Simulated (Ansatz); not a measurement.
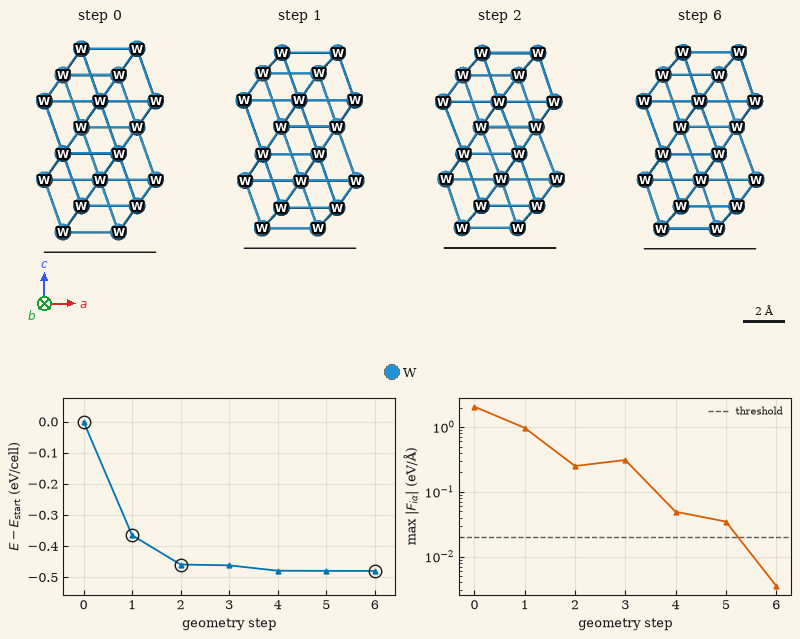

Frames of a relaxation of a slab of composition W (cut from the Im-3m phase), marked on the history of the run. The picture is a ball-and-stick view of the 2 × 2 repeat of the cell, outlined in the plane, without the vacuum, seen along the b axis.

The slab is the (2 1 1) face of W.

These are results of DFT PBE, scalar-relativistic, plane waves, PAW in Ansatz, not measurements.

The input:
```yaml
crystal:
  lattice:
    - [2.7570339087, 0.0, 0.0]
    - [0.0, 4.5022175199, 0.0]
    - [0.0, 0.0, 24.0977477397]
  atoms:
    - { symbol: W, position: [0.3333333333, 0.5, 0.3112324057] }
    - { symbol: W, position: [0.6666666667, 0.0, 0.365166004] }
    - { symbol: W, position: [0.0, 0.5, 0.4190996024] }
    - { symbol: W, position: [0.3333333333, 0.0, 0.4730332008] }
    - { symbol: W, position: [0.6666666667, 0.5, 0.5269667992] }
    - { symbol: W, position: [0.0, 0.0, 0.5809003976] }
    - { symbol: W, position: [0.3333333333, 0.5, 0.634833996] }
    - { symbol: W, position: [0.6666666667, 0.0, 0.6887675943] }
basis:
  ecutwfc: 420
kpoints:
  mp_grid: { grid: [12, 8, 1] }
hamiltonian:
  xc: pbe
scf:
  occupations: { method: gaussian, width: 0.1 }
output:
  forces: true
  eigenvalues: true
relax:
  adjacent_minimum: "off"
  f_tol: 0.02
  max_steps: 60
efield:
  axis: 3
  dipole_correction: true
  ramp_width: 0.04
```

Launched with:
```bash
ansatz run input.yaml --threads 4 --pin off --max-ram 9216MiB --backend cpu --events-out ev --progress --plain --runs-dir out
```

Describe the path.

Answer. The largest moves relative to the layer's centre, 0.19 Å, are those of W1 and W8. W8 goes at 25° to the normal (−c side). The cell stays as it was. Some distances before and after: W1–W3 2.757 → 2.554 Å, W1–W2 3.184 → 3.075 Å, W1–W3 (another image) 3.184 → 3.112 Å, W1–W2 (another image) 2.757 → 2.691 Å. Bond angles that change, for instance: W2–W1–W2 109.5° → 113.6°, W2–W1–W3 70.5° → 74.1°. Over 6 geometry steps the energy falls by 0.480 eV per cell of the calculation. Largest force component: 2.1 eV/Å at the start, 0.0035 eV/Å at the end. The run took 2.3 min on 4 threads of Arm Neoverse V1, with other jobs on the host, peak memory 1.1 GiB. From step 0 to 1: W atoms move most (0.19 Å), energy −0.365 eV per cell of the calculation. From step 1 to 2: W atoms move most (0.09 Å), energy −94.1 meV per cell of the calculation. From step 2 to 6: W atoms move most (0.05 Å), energy −20.6 meV per cell of the calculation.
